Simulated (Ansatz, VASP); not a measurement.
# BP: VASP beside Ansatz

One calculation is typed for both programs; each brings its own data sets and cutoff. How far apart do they land?

Calculated with Ansatz 0.2.0; plane waves, with VASP 6.6.1 beside it; band structure at PBE0.

## 1. Set-up

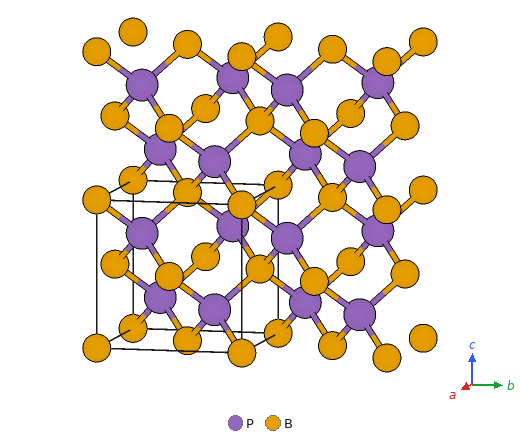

Start, viewed slightly off an axis; phosphorus purple, boron orange. 1×2×2 cells are drawn. This picture shows the conventional cell, with its axes. Bonds to atoms that aren't drawn are left out. Some periodic images of atoms are drawn too.

## 2. Ansatz: band structure, PBE0

Ansatz runs on its default PAW (the set named soft_2) files.

The same path points are solved in both programs, so levels can be compared one by one.

Contents of input.yaml:

```yaml
crystal:
  lattice:
    - [0.0, 2.269, 2.269]
    - [2.269, 0.0, 2.269]
    - [2.269, 2.269, 0.0]
  atoms:
    - { symbol: P, position: [0.75, 0.75, 0.75] }
    - { symbol: B, position: [0.0, 0.0, 0.0] }
hamiltonian:
  xc: pbe0
  pseudopotentials: { kind: paw }
kpoints:
  mp_grid: { grid: [6, 6, 6] }
  band_path:
    path:
      - [0.0, 0.0, 0.0]
      - [0.38889, 0.0, 0.38889]
      - [0.5, 0.0, 0.5]
      - [0.5, 0.22222, 0.72222]
      - [0.40278, 0.34722, 0.75]
      - [0.125, 0.125, 0.25]
      - [0.27778, 0.27778, 0.27778]
      - [0.55556, 0.38889, 0.55556]
      - [0.58333, 0.25, 0.66667]
      - [0.5, 0.30556, 0.69444]
      - [0.48611, 0.48611, 0.52778]
      - [0.625, 0.25, 0.625]
      - [0.5, 0.0, 0.5]
    npoints: 1
scf:
  occupations: { method: gaussian, width: 0.03 }
  n_extra_bands: 7
output:
  forces: true
  stress: true
  eigenvalues: true
  write_density: true
  write_potential: true
  elf: true
  volumetric_format: npy
```

On the command line:

```console
ansatz run input.yaml --threads 4 --pin off --max-ram 9216MiB --backend cpu --events-out ev --progress --plain --runs-dir out
```

Numbers of over 12 decimals in the logs are rounded to 6 here.

Output:

```text
Warning: output.stress: scf.convergence.dr2_threshold = 1e-7 eV (the SCF's general default) is looser than the 2e-10 eV advised for a printed stress (1e-10 eV for each atom of the cell: 2). What an SCF threshold leaves in a stress goes as its square root, and in the free energy as the threshold itself, and one threshold admits the most on a small cell: [figures from the program's tests cut] Set scf.convergence.dr2_threshold to 2e-10 eV or tighter. The threshold is an SCF's pass mark: one that does not reach it within its budget of iterations ends unconverged, or closes short of it on a stop that the run arms, and scf.convergence.dr2_threshold's page says what that costs each kind of run
Warning: output.stress: scf.exx.energy_threshold = 1e-6 eV is looser than the 2e-8 eV advised for a stress under a hybrid functional (1e-8 eV for each atom of the cell: 2). Every SCF of the exchange loop can meet its threshold on dr2 while the loop round them stops early: no threshold on dr2 bounds what that leaves in the stress. Set scf.exx.energy_threshold to 2e-8 eV or tighter. The threshold is the loop's pass mark: a loop that does not reach it within its budget of cycles ends unconverged, and scf.exx.energy_threshold's page has the law
scf.n_extra_bands = 7 over 4 filled bands (N_el = 8.0): the run solves 11 bands
Engine: ansatz 0.2.0, x86_64-unknown-linux-gnu
Pseudopotentials: kind: paw
Pseudopotential: P, paw, valence charge 5, recommended cutoff 420 eV (normal), P.paw.azcp
Pseudopotential: B, paw, valence charge 3, recommended cutoff 420 eV (normal), B.paw.azcp
Functional definition: PBE0
  parameter a = 0.25
  parameter kappa = 0.804
  parameter beta = 0.066725
  exchange = (1 - a)*pbe_x(kappa = kappa, mu = beta*pi^2/3) + a*exact_x
  correlation = pbe_c(beta = beta)
Crystal: 2 atoms, lattice volume = 23.363 Å³
Basis set: ecut = 420 eV, 459 PW (Γ), exchange–correlation on 48×48×48 points (8 copies of the dense FFT grid, shifted against one another)
Bands: 11, of which v1, the nominal top of the filled ones, is band 4 counted from 1 (3 counted from 0)
Symmetry: 24 space group operations
Space group: F-43m (ITA 216), of the structure as read, at distance tolerance 2.9e-5 Å
k-points: 16 of 216 (time reversal used)
Non-local potential: P, projectors of the file, l = 0: 2, l = 1: 2, l = 2: 2
Non-local potential: B, projectors of the file, l = 0: 2, l = 1: 2, l = 2: 1
PAW form: soft (Blöchl's): semilocal exchange-correlation on the pseudo side does not see the compensation charge
PAW frozen core: P, regenerated for the run's functional, and the local potential with it (the file was generated under x = pbe(κ = 0.804, μ = 0.219515), c = pbe(β = 0.066725))
PAW frozen core: B, regenerated for the run's functional, and the local potential with it (the file was generated under x = pbe(κ = 0.804, μ = 0.219515), c = pbe(β = 0.066725))
PAW one-centre angular grid: P, 110 points (default); XC on 64 Gauss nodes
PAW one-centre angular grid: B, 110 points (default); XC on 64 Gauss nodes
Initial density: superposition of atomic densities (neutral atoms: chi_scale 0, normalization atom), corrected by the library's trained network
Initial wavefunctions: pseudopotential atomic-orbital guess
Functional: x = pbe(κ = 0.804, μ = 0.219515), c = pbe(β = 0.066725), warm-up for x = 0.75 pbe(κ = 0.804, μ = 0.219515) + 0.25 exact, c = pbe(β = 0.066725)
SCF iter   1: F=—  HF=-912.425311 eV  |F-HF|=—  |Δ(HF+E_count)|=         —  Δρ=9.63e-4  dr2=6.73e-5  ethr=1.77e-3  ⟨swp⟩=2.0  Hψ=1221  notcnv=0
preconditioner: auto → none  [insulator: Δε(μ)=1.325 eV  Ē_g=16.091 eV  σ=0.030 eV  W_gap=1.00  n_scr=0 (ndim 8)  ℏωp=21.7 eV  f_vac=0.000  D(μ)=0.00/eV (n_scr^D=0)]
SCF iter   2: F=-912.425435 eV  HF=-912.425400 eV  |F-HF|=3.45e-5  |Δ(HF+E_count)|=   8.88e-5  Δρ=4.66e-4  dr2=1.17e-5  ethr=8.41e-7  ⟨swp⟩=2.4  Hψ=259  notcnv=0  defer=2
SCF 1 stopped early in 2 iterations: F = -912.425435 eV  dr2 = 1.17e-5
  greatest PAW one-centre occupation: 0.773 electrons in one spin orbital (limit 2), on the P atom at site 0 (counted from 0), in its partial waves of l = 0
Initial density: handed on by an earlier stage of this run
Initial wavefunctions: those handed on with the density
Functional: x = 0.75 pbe(κ = 0.804, μ = 0.219515) + 0.25 exact, c = pbe(β = 0.066725)
Frozen-core exchange: fock
SCF iter   1: F=—  HF=-913.348295 eV  |F-HF|=—  |Δ(HF+E_count)|=         —  Δρ=4.35e-3  dr2=2.52e-3  ethr=1.46e-6  ⟨swp⟩=6.8  Hψ=886  notcnv=0
preconditioner: auto → none  [insulator: Δε(μ)=2.700 eV  Ē_g=18.835 eV  σ=0.030 eV  W_gap=1.00  n_scr=0 (ndim 8)  ℏωp=21.7 eV  f_vac=0.000  D(μ)=0.00/eV (n_scr^D=0)]
SCF iter   2: F=—  HF=-913.347275 eV  |F-HF|=—  |Δ(HF+E_count)|=   1.02e-3  Δρ=1.95e-3  dr2=8.24e-4  ethr=1.46e-6  ⟨swp⟩=3.0  Hψ=327  notcnv=0
SCF iter   3: F=—  HF=-913.350383 eV  |F-HF|=—  |Δ(HF+E_count)|=   3.11e-3  Δρ=7.38e-4  dr2=8.04e-5  ethr=1.46e-6  ⟨swp⟩=3.2  Hψ=319  notcnv=0  defer=1
iter 4 solved again at ethr=1.75e-8 eV; its pass at ethr=8.08e-7 eV (dr2=1.40e-6 eV) is discarded
SCF iter   4: F=—  HF=-913.350358 eV  |F-HF|=—  |Δ(HF+E_count)|=   2.46e-5  Δρ=1.04e-4  dr2=1.25e-5  ethr=1.75e-8  ⟨swp⟩=3.0  Hψ=613  notcnv=0
SCF iter   5: F=-913.350419 eV  HF=-913.350420 eV  |F-HF|=1.32e-6  |Δ(HF+E_count)|=   6.21e-5  Δρ=1.18e-4  dr2=2.89e-6  ethr=1.75e-8  ⟨swp⟩=3.6  Hψ=328  notcnv=0
SCF 2 stopped early in 5 iterations: F = -913.350419 eV  dr2 = 2.89e-6
  greatest PAW one-centre occupation: 0.770 electrons in one spin orbital (limit 2), on the P atom at site 0 (counted from 0), in its partial waves of l = 0
hybrid outer 1: dexx = +3.589e-3 eV, tail = 7.28e-6 eV
Frozen-core exchange: fock
SCF iter   1: F=—  HF=-913.350424 eV  |F-HF|=—  |Δ(HF+E_count)|=         —  Δρ=2.41e-5  dr2=1.39e-7  ethr=4.55e-7  ⟨swp⟩=4.2  Hψ=409  notcnv=0
preconditioner: auto → none  [insulator: Δε(μ)=2.766 eV  Ē_g=18.846 eV  σ=0.030 eV  W_gap=1.00  n_scr=0 (ndim 8)  ℏωp=21.7 eV  f_vac=0.000  D(μ)=0.00/eV (n_scr^D=0)]
SCF iter   2: F=-913.350424 eV  HF=-913.350424 eV  |F-HF|=1.27e-9  |Δ(HF+E_count)|=   3.61e-8  Δρ=6.13e-6  dr2=9.45e-9  ethr=1.66e-9  ⟨swp⟩=3.0  Hψ=302  notcnv=0
SCF 3 converged in 2 iterations: F = -913.350424 eV  dr2 = 9.45e-9
  Residual-converged pass: ⟨swp⟩=3.0  Hψ=290  notcnv=0  max |occ|·‖R‖ = 2.3e-6 eV (tolerance 2.4e-6 eV)  dr2=9.48e-9  dr2_onsite=1.39e-10  max |Δocc| = 0.0e0
hybrid outer 2: dexx = +4.820e-8 eV, tail = 1.98e-8 eV, Δε = 2.17e-3 eV (about 1.98e-4 eV left of the loop's levels)
NSCF: frozen V_eff on 13 k-points
hybrid SCF converged: 2 outer / 7 inner (+2 warm-up), last move |dexx| = 4.82e-8 eV, tail = 1.98e-8 eV
Stability not checked: this state was not tested for a lower state beside it, because the functional holds exact exchange (a hybrid, or Hartree-Fock), whose exchange loop this test does not read (fock_operator; see scf.lower_state_search)
Free energy (F): -913.350424 eV
Frozen-core exchange: fock
Harris-Foulkes:  -913.350424 eV  (|F-HF|=1.27e-9)
Internal energy: -913.350424 eV  (E = F + TS)
E sigma→0 (E₀):  -913.350424 eV
Fermi energy:    9.889939 eV
--- Per-component energies (eV) ---
  E_band       = 10.267170
  E_kinetic    = 121.549278
  E_local      = -66.981985  (includes V_loc(G=0)·N_el)
  E_nonlocal   = 44.242836
  E_hartree    = 17.038943
  E_xc         = -73.750366
  E_vxc        = -78.353559  (∫ρ·V_xc dr)
  E_exx        = -17.016009  (= α·E_x^exact, valence–valence)
  E_paw        = -652.857530  (= ΣΔE_a)
  E_vpaw       = -10.235250  (= ΣTr[D̂ρ^β])
  E_aug_tail   = 0.000001  (compensation charges beyond the density's cutoff)
  E_ewald      = -285.491518
  E_core_change = -0.084074  (= ΣΔE_core)
  E_smearing   = -0.000000  (= −TS)
  E_closure    = -0.000000  (closes the sum)
  Σ components = -913.350424   (vs F -913.350424, Δ=0.00e0)
--- Forces (eV/Å), atoms counted from 1 ---
  atom   1  P      0.00000000    -0.00000000     0.00000000
  atom   2  B     -0.00000000     0.00000000     0.00000000
  max |Σ_I F_I| component: 2.41e-16 eV/Å
--- Stress (GPa, compression-positive) ---
       -1.594535      -0.000000       0.000000
        0.000000      -1.594535       0.000000
       -0.000000       0.000000      -1.594535
  P = ⅓ Tr σ = -1.5945 GPa (-15.945 kbar)
--- Band table (eV; the first three rows and the last of 16) ---
  k-point 0: bands = [-8.6734, 8.5068, 8.5068, 8.5068, 13.5332, 13.5332, 13.5332, 17.9192, ... 3 higher]
  k-point 1: bands = [-8.1265, 5.3794, 7.7875, 7.7875, 14.1849, 14.5190, 14.5190, 19.2731, ... 3 higher]
  k-point 2: bands = [-6.5661, 0.9971, 6.8763, 6.8763, 14.0707, 15.1106, 15.1106, 20.6801, ... 3 higher]
  k-point 15: bands = [-3.0533, -0.7622, 2.6548, 2.7913, 13.9604, 14.6042, 19.7480, 20.4099, ... 3 higher]
```

The job ended after 9.7 s (4 threads of Intel Xeon Platinum 8488C (Sapphire Rapids), shared host; peak memory 0.66 GiB).

## 3. VASP: band structure, PBE0

The same cell, functional, mesh and smearing now go to VASP, with its own data sets and cutoff.

Lines of VASP's logs that name or quote its potential files are left out, and so is its time.

Contents of INCAR:

```
SYSTEM = BP
PREC = Accurate
ENCUT = 370
EDIFF = 1E-06
NELM = 100
ISMEAR = 0
SIGMA = 0.03
LREAL = .FALSE.
ALGO = Normal
LHFCALC = .TRUE.
AEXX = 0.25
GGA = PE
LASPH = .TRUE.
NBANDS = 10
PRECFOCK = Fast
HFRCUT = -1
LORBIT = 11
LWAVE = .FALSE.
LCHARG = .FALSE.
KPAR = 4
```

Contents of POSCAR:

```
BP
1.0
    0.0000000000      2.2690000000      2.2690000000
    2.2690000000      0.0000000000      2.2690000000
    2.2690000000      2.2690000000      0.0000000000
P B
1 1
Direct
    0.7500000000      0.7500000000      0.7500000000
    0.0000000000      0.0000000000      0.0000000000
```

Contents of KPOINTS:

```
Automatic mesh
0
Gamma
6 6 6
0 0 0
```

Contents of KPOINTS_OPT:

```
Line mode
10
Line-mode
Reciprocal
  0.00000000   0.00000000   0.00000000 GAMMA
  0.50000000   0.00000000   0.50000000 X

  0.50000000   0.00000000   0.50000000 X
  0.50000000   0.25000000   0.75000000 W

  0.50000000   0.25000000   0.75000000 W
  0.37500000   0.37500000   0.75000000 K

  0.37500000   0.37500000   0.75000000 K
  0.00000000   0.00000000   0.00000000 GAMMA

  0.00000000   0.00000000   0.00000000 GAMMA
  0.50000000   0.50000000   0.50000000 L

  0.50000000   0.50000000   0.50000000 L
  0.62500000   0.25000000   0.62500000 U

  0.62500000   0.25000000   0.62500000 U
  0.50000000   0.25000000   0.75000000 W

  0.50000000   0.25000000   0.75000000 W
  0.50000000   0.50000000   0.50000000 L

  0.50000000   0.50000000   0.50000000 L
  0.37500000   0.37500000   0.75000000 K

  0.62500000   0.25000000   0.62500000 U
  0.50000000   0.00000000   0.50000000 X
```

PAW data sets: P and B (PBE family, release 64).

On the command line:

```console
mpirun -np 4 vasp_std
```

Output:

```text
[banner, memory and clock lines left out]
running    4 mpi-ranks, on    1 nodes
 distrk:  each k-point on    1 cores,    4 groups
 distr:  one band on    1 cores,    1 groups

 POSCAR found type information on POSCAR P B
 POSCAR found :  2 types and       2 ions
 LDA part: xc-table for (Slater+PW92), standard interpolation
 found WAVECAR, reading the header
 POSCAR, INCAR and KPOINTS ok, starting setup
 FFT: planning ... GRIDC
 FFT: planning ... GRID_SOFT
 FFT: planning ... GRID
 HFRCUT set to (new)   10.640602
 reading WAVECAR
 the WAVECAR file was read successfully
 initial charge from wavefunction
 entering main loop
       N       E                     dE             d eps       ncg     rms          rms(c)
DAV:   1    -0.157536963739E+02   -0.15754E+02   -0.67295E-01   332   0.653E+00    0.296E+00
DAV:   2    -0.157588668598E+02   -0.51705E-02   -0.14754E-02   372   0.815E-01    0.198E+00
DAV:   3    -0.157579262313E+02    0.94063E-03   -0.70882E-04   370   0.183E-01    0.112E+00
DAV:   4    -0.157575500517E+02    0.37618E-03   -0.13259E-04   356   0.812E-02    0.628E-01
DAV:   5    -0.157574225443E+02    0.12751E-03   -0.40835E-05   370   0.497E-02    0.352E-01
DAV:   6    -0.157573803707E+02    0.42174E-04   -0.14287E-05   398   0.301E-02    0.198E-01
DAV:   7    -0.157573669050E+02    0.13466E-04   -0.50915E-06   372   0.179E-02    0.112E-01
DAV:   8    -0.157573627450E+02    0.41600E-05   -0.17067E-06   278   0.104E-02    0.631E-02
DAV:   9    -0.157573615291E+02    0.12159E-05   -0.65355E-07   172   0.627E-03    0.354E-02
DAV:  10    -0.157573612205E+02    0.30861E-06   -0.23864E-07   184   0.368E-03
   1 F= -.15757361E+02 E0= -.15757361E+02  d E =-.409875E-25
 Start KPOINTS_OPT (optional k-point list driver)
k-point batch [1-16\100]
       N       E                     dE             ncg
DAV:   1     0.316834045550E+03   -0.34028E+04      320
DAV:   2    -0.145588603981E+00   -0.31698E+03      440
DAV:   3    -0.172526395114E+02   -0.17107E+02      424
DAV:   4    -0.173824383563E+02   -0.12980E+00      436
DAV:   5    -0.173829491693E+02   -0.51081E-03      450
DAV:   6    -0.173829518270E+02   -0.26576E-05      430
DAV:   7    -0.173829518391E+02   -0.12193E-07      460
[...]
k-point batch [97-100\100]
       N       E                     dE             ncg
DAV:   1     0.376732513003E+04   -0.12625E+04       80
DAV:   2     0.370119226085E+04   -0.66133E+02      112
DAV:   3     0.369906179933E+04   -0.21305E+01      126
DAV:   4     0.369904917615E+04   -0.12623E-01      128
DAV:   5     0.369904911049E+04   -0.65666E-04      112
DAV:   6     0.369904911019E+04   -0.29728E-06      120
```

OUTCAR, selected parts (step 3):

```text
ion  position               nearest neighbor table
   1  0.750  0.750  0.750-   2 1.97   2 1.97   2 1.97   2 1.97
   2  0.000  0.000  0.000-   1 1.97   1 1.97   1 1.97   1 1.97

  LATTYP: Found a face centered cubic cell.
 ALAT       =     4.5380000000

 Subroutine GETGRP returns: Found 24 space group operations
 (whereof 24 operations were pure point group operations)

The static configuration has the point symmetry T_d .

 Found     16 irreducible k-points:

   k-points           NKPTS =     16   k-points in BZ     NKDIM =    216   number of bands    NBANDS=     10

   dimension x,y,z NGX =    20 NGY =   20 NGZ =   20
   dimension x,y,z NGXF=    40 NGYF=   40 NGZF=   40

   ENCUT  =  370.0 eV  27.19 Ry    5.21 a.u.   5.03  5.03  5.03*2*pi/ulx,y,z

   NELECT =       8.0000    total number of electrons

 k-points in reciprocal lattice and weights: Automatic mesh
   0.00000000  0.00000000  0.00000000       0.005
   0.16666667  0.00000000  0.00000000       0.037
   0.33333333  0.00000000  0.00000000       0.037
   0.50000000  0.00000000  0.00000000       0.019
   0.16666667  0.16666667  0.00000000       0.028
   0.33333333  0.16666667  0.00000000       0.111
   0.50000000  0.16666667  0.00000000       0.111
  -0.33333333  0.16666667  0.00000000       0.111
  -0.16666667  0.16666667  0.00000000       0.056
[...]
-0.33333333  0.33333333  0.16666667       0.111
  -0.33333333  0.50000000  0.16666667       0.056

  exchange ACFDT corr.  =         0.00000000  see jH, gK, PRB 81, 115126

 average (electrostatic) potential at core
       1 -77.3500       2 -21.3384

 E-fermi :   6.8746

 k-point     1 :       0.0000    0.0000    0.0000
  band No.  band energies     occupation
      1     -10.5223      2.00000
      2       6.6622      2.00000
      3       6.6622      2.00000
      4       6.6623      2.00000
      5      11.6840      0.00000
      6      11.6840      0.00000
      7      11.6841      0.00000
      8      16.0781      0.00000
      9      19.9970      0.00000
    ...

 k-point     2 :       0.1667    0.0000    0.0000
  band No.  band energies     occupation
      1      -9.9749      2.00000
      2       3.5384      2.00000
      3       5.9383      2.00000
      4       5.9383      2.00000
      5      12.3431      0.00000
      6      12.6741      0.00000
      7      12.6741      0.00000
      8      17.4294      0.00000
      9      19.5612      0.00000
    ...

 k-point     3 :       0.3333    0.0000    0.0000
  band No.  band energies     occupation
      1      -8.4161      2.00000
      2      -0.8505      2.00000
      3       5.0311      2.00000
      4       5.0311      2.00000
      5      12.2326      0.00000
      6      13.2705      0.00000
      7      13.2705      0.00000
      8      18.8454      0.00000
      9      20.6307      0.00000
    ...

  energy-cutoff  :      370.00
  volume of cell :       23.36
      direct lattice vectors                 reciprocal lattice vectors
     0.000000000  2.269000000  2.269000000    -0.220361393  0.220361393  0.220361393
     2.269000000  0.000000000  2.269000000     0.220361393 -0.220361393  0.220361393
     2.269000000  2.269000000  0.000000000     0.220361393  0.220361393 -0.220361393

 POSITION                                       TOTAL-FORCE (eV/Angst)
 -----------------------------------------------------------------------------------
      3.40350      3.40350      3.40350         0.000000      0.000000      0.000000
      0.00000      0.00000      0.00000        -0.000000     -0.000000     -0.000000
 -----------------------------------------------------------------------------------
    total drift:                                0.000002     -0.000001      0.000000

  FREE ENERGIE OF THE ION-ELECTRON SYSTEM (eV)
  ---------------------------------------------------
  free  energy   TOTEN  =       -15.7573612205 eV

  energy  without entropy=      -15.7573612205  energy(sigma->0) =      -15.75736122

 total charge
# of ion       s       p       d       tot
------------------------------------------
    1        0.989   1.594   0.000   2.582
    2        0.667   1.276   0.000   1.944
--------------------------------------------------
tot          1.656   2.870   0.000   4.526

[... 3 further parts left out ...]
```

## 4. Differences

Known differences besides the PAW data sets themselves: exact exchange at q = 0 is treated differently, which shows on coarse meshes; VASP keeps PBE cores, Ansatz makes them for the functional; the cutoff is 420 eV in Ansatz and 370 eV in VASP; VASP takes a coarser grid for exact exchange (PRECFOCK = Fast). Total energies have different zeros and are not compared.

Compared:

```csv
quantity,Ansatz,VASP,difference
gap over the path points (eV),2.678,2.677,+0.001
```

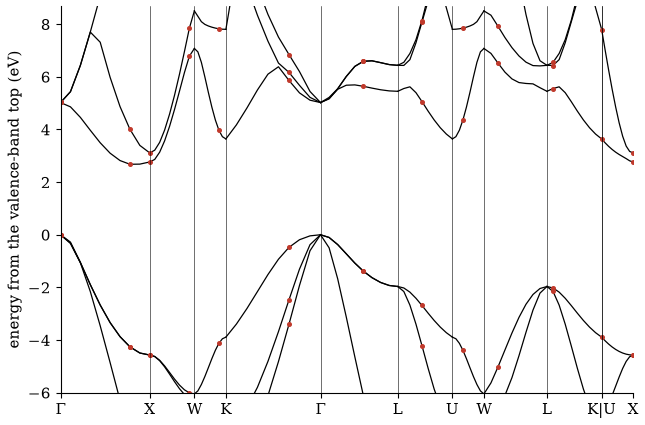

Bands from VASP (lines) and levels from Ansatz (dots). Dots without a line are higher empty bands that the VASP plot leaves out.

Levels at points of the path, from each program's valence-band top (eV; 3 filled, then empty):

```csv
k (reciprocal lattice),Ansatz,VASP
0.000 0.000 0.000,0.00 0.00 0.00 5.03 5.03 5.03,0.00 0.00 0.00 5.02 5.02 5.02
0.389 0.000 0.389,-7.70 -4.26 -4.26 2.68 4.00 13.07,-7.70 -4.26 -4.26 2.68 4.01 13.10
0.500 0.000 0.500,-9.66 -4.57 -4.57 2.77 3.11 14.54,-9.66 -4.57 -4.57 2.77 3.11 14.58
0.500 0.222 0.722,-9.11 -6.22 -6.01 6.78 7.84 9.77,-9.11 -6.22 -6.01 6.79 7.85 9.78
0.403 0.347 0.750,-9.18 -6.84 -4.13 3.97 7.81 11.52,-9.18 -6.84 -4.13 3.97 7.83 11.54
0.125 0.125 0.250,-3.40 -2.48 -0.48 5.87 6.16 6.85,-3.40 -2.48 -0.48 5.86 6.17 6.85
0.278 0.278 0.278,-6.12 -1.38 -1.38 5.63 6.59 6.59,-6.12 -1.39 -1.39 5.64 6.59 6.59
0.556 0.389 0.556,-9.69 -4.23 -2.69 5.05 8.08 8.14,-9.69 -4.22 -2.69 5.06 8.09 8.15
0.583 0.250 0.667,-9.16 -6.80 -4.39 4.36 7.84 11.16,-9.16 -6.80 -4.39 4.36 7.85 11.19
0.500 0.306 0.694,-8.99 -6.49 -5.03 6.51 7.92 9.89,-8.99 -6.49 -5.03 6.52 7.92 9.91
```

Among the levels compared (up to four filled and three empty ones at each point), filled levels agree within 5 meV and empty ones within 38 meV.

## 5. What came out

```
difference in gap over the path points (band structure, PBE0) : 5.0e-4 eV
```

What this shows: The difference in gap over the path points is 5.0e-4 eV (band structure, PBE0), within the 0.08 eV picked in this series as the mark of a large difference. Differences of this kind measure data sets and numerical settings, not the functional's error against experiment.

[Lines on the potential files, build, host, timing and source positions are cut from VASP's logs without a mark.]

[Logs are printed without paths, hosts, clocks, repeated set-up lines and the standing remarks that a program may print on its own settings, such as how far it seeks lower states.]

[Hosts, paths, dates, database ids (printed as entryN), source tags and the programs' standing remarks are cut or masked in the printed files.]
